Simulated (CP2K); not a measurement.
# BHBrO (SMILES O[B]Br): a first try and a second

Wanted: energy and gradient of BHBrO, PM6.

Program for the calculation: CP2K 2026.2.

6 further runs of the same task are left out: 1 that didn't finish, 5 set aside as unsound or not needed.

### Step 1. Starting point

BHBrO: 4 atoms, total charge 0, spin state doublet. As SMILES, `O[B]Br`. The coordinates come from a GFN2-xTB relaxation.

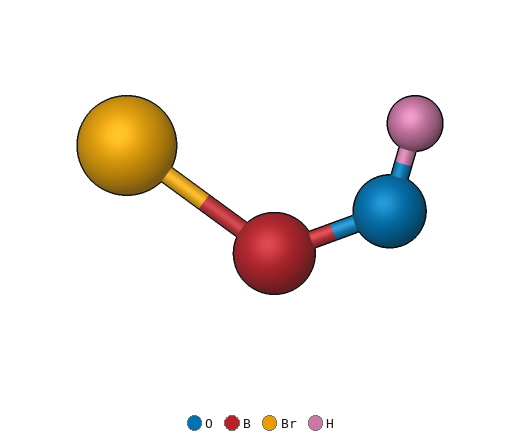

The structure, seen from a chosen angle (oxygen blue, boron red, bromine amber, hydrogen pink).

### Step 2. Try one

job.inp

```
&global
  project_name job
  run_type ENERGY_FORCE
  print_level MEDIUM
&end global

&force_eval
  method QS
  &dft
    multiplicity 2
    lsd T
    &qs
      method PM6
      eps_default 1.0E-10
      &se
        &coulomb
          cutoff [angstrom] 50
          rc_range [angstrom] 0
        &end coulomb
        &exchange
          cutoff [angstrom] 50
          rc_range [angstrom] 0
        &end exchange
      &end se
    &end qs
    ! no periodic images
    &poisson
      periodic NONE
      poisson_solver ANALYTIC
    &end poisson
    ! self-consistent field
    &scf
      scf_guess ATOMIC
      eps_scf 1.0E-06
      max_scf 38
      &ot
        minimizer DIIS
        preconditioner FULL_ALL
      &end ot
      &outer_scf
        eps_scf 1.0E-06
        max_scf 2
      &end outer_scf
    &end scf
    ! extra output
    &print
      &moments
        periodic F
        reference COM
        max_moment 1
      &end moments
      &mo_cubes
        nlumo 5
        nhomo -1
        write_cube F
      &end mo_cubes
      &hirshfeld OFF
      &end hirshfeld
    &end print
  &end dft
  ! structure
  &subsys
    ! box in angstrom
    &cell
      abc 17 17.8 16.5
      periodic NONE
    &end cell
    &coord
      O      8.091090     9.178340     7.995555
      B      7.998180     7.984140     8.504445
      Br     9.001820     9.815860     8.147775
      H      8.801820     9.815860     8.147775
    &end coord
  &end subsys
  ! extra output
  &print
    &forces ON
    &end forces
  &end print
&end force_eval
```

On the command line:

```sh
$ OMP_NUM_THREADS=1 cp2k.psmp job.inp > job.out
```

The log of the run:

```text
CP2K| version string:                                       CP2K version 2026.2
[...]
 GLOBAL| Method name                                                        CP2K
[...]
 GLOBAL| Run type                                                   ENERGY_FORCE
[...]
                             - Atoms:                                          4
[...]
                             - Spherical basis functions:                     18
[...]
 *** WARNING in particle_methods.F:720 :: The distance between the atoms 3 ***
 *** and 4 is only 0.200 angstrom and thus smaller than the threshold of   ***
 *** 0.500 angstrom                                                        ***
[...]
 Number of electrons:                                                          9
[...]
     1 OT DIIS     0.15E+00    0.0     0.14730618   3306153.6643453981  3.31E+06
[...]
    25 OT DIIS     0.15E+00    0.0     0.00000043   3306151.7636167924 -1.86E-09
  *** SCF run converged in    25 steps ***
  Core-core repulsion energy [eV]:                       89966287.27415774762630
  Core Hamiltonian energy [eV]:                              -972.26895849113282
  Two-electron integral energy [eV]:                         -700.55478429818402
  Electronic energy [eV]:                                   -1322.54635064022477
  Total energy [eV]:                                     89964964.72780710458755
  Atomic reference energy [eV]:                               586.75791039438525
  Heat of formation [kcal/mol]:                        2074655067.63409519195557
[...]
 SE_DIPOLE| Moment [Debye]         -3.03508104      -3.86458837       0.23001670
 SE_DIPOLE| Derivative [a.u.]       0.00000000       0.00000000       0.00000000
 *** WARNING in qs_scf_post_se.F:140 :: Printing of MO cube files not ***
 *** implemented for Semi-Empirical method.                           ***
 ENERGY| Total FORCE_EVAL ( QS ) energy [hartree]        3306151.763616792391986
 FORCES| Atomic forces [hartree/bohr]
 FORCES|   Atom     x               y               z               |f|
 FORCES|      1 -1.60816416E+00 -1.15698784E+00 -3.00553413E-01   2.00378272E+00
 FORCES|      2 -5.26584845E-02 -1.22252555E-01  3.22624126E-02   1.36965202E-01
 FORCES|      3  1.04972996E+08  1.00569822E+00  1.91640022E-01   1.04972996E+08
 FORCES|      4 -1.04972994E+08  2.73542180E-01  7.66509783E-02   1.04972994E+08
 FORCES| Sum     0.00000000E+00  1.66533454E-16  0.00000000E+00
 FORCES| Total atomic force                                       1.66533454E-16
[...]
```

Wall time 1.4 s (1 thread of Arm Neoverse V1, shared host).

### Step 3. What went wrong

The run finished; that doesn't make the result usable.

The fault: two atoms lie on top of or far too near each other. As the program read them, the closest atoms are 0.20 Å apart, against 0.97 Å in the sound input.

### Step 4. Second attempt

mol.inp

```
&global
    project_name mol
    run_type ENERGY_FORCE
    print_level MEDIUM
&end global

&force_eval
    method QS
    &dft
        charge 0
        multiplicity 2
        uks T
        &qs
            method PM6
            eps_default 1.0E-10
            &se
                &coulomb
                    cutoff [angstrom] 50
                    rc_range [angstrom] 0
                &end coulomb
                &exchange
                    cutoff [angstrom] 50
                    rc_range [angstrom] 0
                &end exchange
            &end se
        &end qs
        &poisson
            periodic NONE
            poisson_solver ANALYTIC
        &end poisson
        &scf
            scf_guess ATOMIC
            eps_scf 1.0E-06
            max_scf 30
            &ot ON
                minimizer DIIS
                preconditioner FULL_ALL
            &end ot
            &outer_scf
                eps_scf 1.0E-06
                max_scf 8
            &end outer_scf
        &end scf
        &print
            &moments
                periodic F
                reference COM
                max_moment 1
            &end moments
            &mo_cubes
                nlumo 5
                nhomo -1
                write_cube F
            &end mo_cubes
            &hirshfeld OFF
            &end hirshfeld
        &end print
    &end dft
    &subsys
        &cell
            abc [angstrom] 17.3 18.6 17.7
            periodic NONE
        &end cell
        &coord
            O      8.090305     9.957400     7.997715
            B      7.997395     8.763200     8.506605
            Br     9.302605     8.005080     9.702285
            H      8.801035    10.594920     8.149935
        &end coord
    &end subsys
    &print
        &forces ON
        &end forces
    &end print
&end force_eval
```

On the command line:

```sh
$ OMP_NUM_THREADS=1 cp2k.psmp mol.inp > mol.out
```

The log of the run:

```text
CP2K| version string:                                       CP2K version 2026.2
[...]
 GLOBAL| Method name                                                        CP2K
[...]
 GLOBAL| Run type                                                   ENERGY_FORCE
[...]
                             - Atoms:                                          4
[...]
                             - Spherical basis functions:                     18
[...]
 Number of electrons:                                                          9
[...]
     1 OT DIIS     0.15E+00    0.0     0.16420613       -19.4376167857 -1.94E+01
[...]
     6 OT DIIS     0.15E+00    0.0     0.00000032       -21.6537200660 -1.44E-10
  *** SCF run converged in     6 steps ***
  Core-core repulsion energy [eV]:                            554.16939060099958
  Core Hamiltonian energy [eV]:                              -956.72264773540758
  Two-electron integral energy [eV]:                         -373.34886300757933
  Electronic energy [eV]:                                   -1143.39707923919718
  Total energy [eV]:                                         -589.22768863819761
  Atomic reference energy [eV]:                               586.75791039438525
  Heat of formation [kcal/mol]:                               -56.95444383810993
[...]
 SE_DIPOLE| Moment [Debye]         -0.24809023      -2.18710891       0.87997770
 SE_DIPOLE| Derivative [a.u.]       0.00000000       0.00000000       0.00000000
 *** WARNING in qs_scf_post_se.F:140 :: Printing of MO cube files not ***
 *** implemented for Semi-Empirical method.                           ***
 ENERGY| Total FORCE_EVAL ( QS ) energy [hartree]            -21.653720066001060
 FORCES| Atomic forces [hartree/bohr]
 FORCES|   Atom     x               y               z               |f|
 FORCES|      1  2.16183329E-03  1.74205186E-02 -6.87919573E-03   1.88539472E-02
 FORCES|      2  1.09882802E-02 -1.00079116E-02  1.17778750E-02   1.89636214E-02
 FORCES|      3 -5.14114410E-03 -7.68053255E-03  3.69176552E-04   9.24976942E-03
 FORCES|      4 -8.00896943E-03  2.67925537E-04 -5.26785582E-03   9.58987385E-03
 FORCES| Sum     8.32667268E-17 -1.11022302E-16 -3.46944695E-17
 FORCES| Total atomic force                                       1.43048962E-16
[...]
```

Wall time 0.85 s (1 thread of Arm Neoverse V1, shared host).

### Step 5. Summary of results

Level: PM6.

| quantity | value |
| --- | --- |
| total energy | -21.65372 Eh |
| dipole moment | 2.37 D |
| heat of formation at this unrelaxed shape | -57.0 kcal/mol |
| largest force on an atom | 0.975 eV/Å |

The first attempt's energy was +89965561.855 eV off this one. The largest force is 0.98 eV/Å: the shape isn't a stationary point for this species at this level.
